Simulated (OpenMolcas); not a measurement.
# One shape, several levels: CH3ClF2Si (SMILES C[Si](F)(F)Cl)

Aim: a comparison of 6 runs (HF/STO-3G, HF/3-21G, HF/def2-SVP, B3LYP/6-31G*, B2PLYP/def2-SVP, PBE0/def2-SVP) of CH3ClF2Si. 

The results are computed with OpenMolcas 26.06.

### Step 1. The structure to begin with

The species is CH3ClF2Si (8 atoms), meant as a singlet with charge 0. As SMILES, `C[Si](F)(F)Cl`. The C1–H7 distance was set to 1.419 Å, away from the relaxed value.

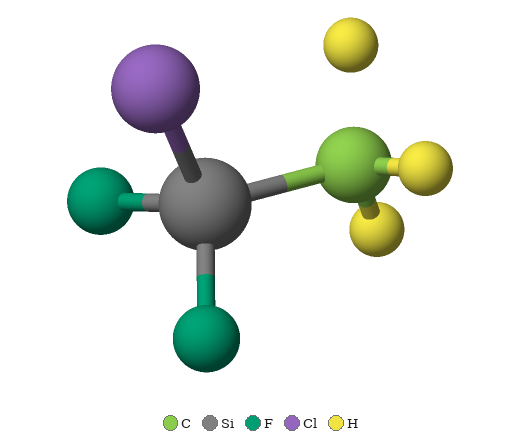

Viewed from a chosen angle; carbon green, silicon grey, fluorine teal, chlorine purple, hydrogen yellow.

### Step 2. The energy at HF/STO-3G (run 1)

Input file test.input:

```
* CH3ClF2Si Hartree-Fock

&GATEWAY
  BasLib=$CurrDir
  Coord
  8
  angstrom
  C       -0.828990      -0.412819       0.205841
  Si       0.670110       0.037581      -0.745559
  F        1.966510      -0.586119      -0.087259
  F        0.595710      -0.529419      -2.220559
  Cl       0.942610       2.044681      -0.867259
  H       -0.937590      -1.499219       0.243441
  H       -0.740200       0.080400       1.533400
  H       -1.719290       0.010981      -0.262259
  Basis=STO-3G
  Group=NoSym

&SEWARD

&SCF
  Thresholds=1e-10 1e-07 1e-07 1e-05
  PrOrbitals=0
```

The basis set STO-3G is read from a file made from the Basis Set Exchange's data (not shown).

Run with:

```console
export MOLCAS_MEM=1860
pymolcas test.input > test.log
```

What it wrote:

```text
--- Start Module: gateway ---
[...]
--- Stop Module: gateway /rc=_RC_ALL_IS_WELL_ ---
--- Start Module: seward ---
[...]
      Basis functions           36
--- Stop Module: seward /rc=_RC_ALL_IS_WELL_ ---
--- Start Module: scf ---
[...]
       Convergence after  11 Iterations
[...]
::    Total SCF energy                               -975.4784503929
[...]
      Total spin, S                                     0.0000000000
[...]
      Total electronic charge=   58.000000
      Total            charge=   -0.000000
[...]
      Dipole Moment (debye):
      Origin of the operator (angstrom)=    0.7504    0.3879   -0.7850
                   X= -1.5474E+00               Y= -2.0837E+00               Z=  8.6436E-01           Total=  2.7356E+00
      Quadrupole Moment (debye*angstrom):
[...]
--- Stop Module: scf /rc=_RC_ALL_IS_WELL_ ---
[...]
```

Run time: 1.1 s. Hardware: 1 thread of Intel Xeon 6975P-C (Granite Rapids), shared host; peak memory 0.37 GiB.

### Step 3. The energy at HF/3-21G (run 2)

Input file mol.input:

```
* CH3ClF2Si Hartree-Fock

&GATEWAY
  BasLib
  $CurrDir
  Coord
  8
  angstrom
  C       -0.828990      -0.412819       0.205841
  Si       0.670110       0.037581      -0.745559
  F        1.966510      -0.586119      -0.087259
  F        0.595710      -0.529419      -2.220559
  Cl       0.942610       2.044681      -0.867259
  H       -0.937590      -1.499219       0.243441
  H       -0.740200       0.080400       1.533400
  H       -1.719290       0.010981      -0.262259
  Basis
  3-21G
  Group
  NoSym

&SEWARD

&SCF
  Thresholds
  1e-10 1e-07 1e-07 1e-05
  PrOrbitals
  0
```

The basis set 3-21G is read from a file made from the Basis Set Exchange's data (not shown).

Run with:

```console
export MOLCAS_MEM=1860
pymolcas mol.input > mol.log
```

What it wrote:

```text
--- Start Module: gateway ---
[...]
--- Stop Module: gateway /rc=_RC_ALL_IS_WELL_ ---
--- Start Module: seward ---
[...]
      Basis functions           59
--- Stop Module: seward /rc=_RC_ALL_IS_WELL_ ---
--- Start Module: scf ---
[...]
       Convergence after  12 Iterations
[...]
::    Total SCF energy                               -982.0555785650
[...]
      Total spin, S                                     0.0000000000
[...]
      Total electronic charge=   58.000000
      Total            charge=   -0.000000
[...]
      Dipole Moment (debye):
      Origin of the operator (angstrom)=    0.7504    0.3879   -0.7850
                   X= -2.5887E+00               Y= -1.3170E+00               Z=  1.5104E+00           Total=  3.2737E+00
      Quadrupole Moment (debye*angstrom):
[...]
--- Stop Module: scf /rc=_RC_ALL_IS_WELL_ ---
[...]
```

Run time: 1.7 s. Hardware: 1 thread of Intel Xeon 6975P-C (Granite Rapids), shared host; peak memory 0.39 GiB.

Runs 3 to 5 aren't shown in full; the table further down has their settings and results.

### Step 4. A single-point energy at PBE0/def2-SVP (run 6)

Input file input.xyz:

```xyz
8

C     -0.828990    -0.412819     0.205841
Si     0.670110     0.037581    -0.745559
F      1.966510    -0.586119    -0.087259
F      0.595710    -0.529419    -2.220559
Cl     0.942610     2.044681    -0.867259
H     -0.937590    -1.499219     0.243441
H     -0.740200     0.080400     1.533400
H     -1.719290     0.010981    -0.262259
```

Input file test.input:

```
&GATEWAY
BasLib=$CurrDir
Coord=input.xyz
Basis=def2-SVP
Group=NoSym
&SEWARD
GridInput
Grid=UltraFine
End of Grid
&SCF
KSDFT=PBE0
Thresholds=1e-10 1e-07 1e-07 1e-05
PrOrbitals=1 2
```

The basis set def2-SVP is read from a file made from the Basis Set Exchange's data (not shown).

Run with:

```console
export MOLCAS_MEM=1860
pymolcas test.input > test.log
```

What it wrote:

```text
--- Start Module: gateway ---
[...]
--- Stop Module: gateway /rc=_RC_ALL_IS_WELL_ ---
--- Start Module: seward ---
[...]
      Basis functions           93
--- Stop Module: seward /rc=_RC_ALL_IS_WELL_ ---
[...]
--- Start Module: scf ---
[...]
       Convergence after  14 Iterations
[...]
::    Total KS-DFT energy                            -988.5131217644
[...]
      Total spin, S                                     0.0000000000
[...]
      Total electronic charge=   58.000000
      Total            charge=   -0.000000
[...]
      Dipole Moment (debye):
      Origin of the operator (angstrom)=    0.7504    0.3879   -0.7850
                   X= -1.9191E+00               Y= -4.3281E-01               Z=  1.1346E+00           Total=  2.2710E+00
      Quadrupole Moment (debye*angstrom):
[...]
--- Stop Module: scf /rc=_RC_ALL_IS_WELL_ ---
[...]
```

It took 16 s on 1 thread of Intel Xeon 6975P-C (Granite Rapids), shared host; peak memory 0.51 GiB.

### Step 5. The series

```tsv
run	level	Cartesian functions	integration grid	energy (Eh)	dipole moment (D)	HOMO energy (eV)	LUMO energy (eV)	wall time
1	HF/STO-3G	no	–	-975.478450	2.74	-10.51	9.62	1.1 s
2	HF/3-21G	no	–	-982.055579	3.27	-13.21	4.18	1.7 s
3	HF/def2-SVP	no	–	-986.656624	2.40	-13.03	3.57	5.4 s
4	B3LYP/6-31G* (Cartesian functions)	yes	UltraFine	-989.444108	2.34	-9.22	0.13	16 s
5	B2PLYP/def2-SVP	no	UltraFine	-988.557278	2.29	-10.77	1.44	16 s
6	PBE0/def2-SVP	no	UltraFine	-988.513122	2.27	-9.51	0.21	16 s
```

### Step 6. Results

| quantity | value |
| --- | --- |
| run 6: total energy | -988.51312 Eh |
| run 6: dipole moment | 2.27 D |
| run 6: HOMO energy | -9.51 eV |
| run 6: LUMO energy | 0.21 eV |
| run 6: HOMO–LUMO gap | 9.72 eV |

**Reading.** The dipole moment (its size) runs from 2.27 D (PBE0/def2-SVP) to 3.27 D (HF/3-21G). The two ends differ in method and basis. The HOMO–LUMO gap runs from 9.35 eV (B3LYP/6-31G*) to 20.12 eV (HF/STO-3G). For B2PLYP the log adds the whole second-order term; the table takes 0.27 of it, as the functional is defined. Totals of different functionals can't be ranked against each other. In run 1 the basis is minimal, so the values are rough. All runs together took 56 s, the longest 16 s.
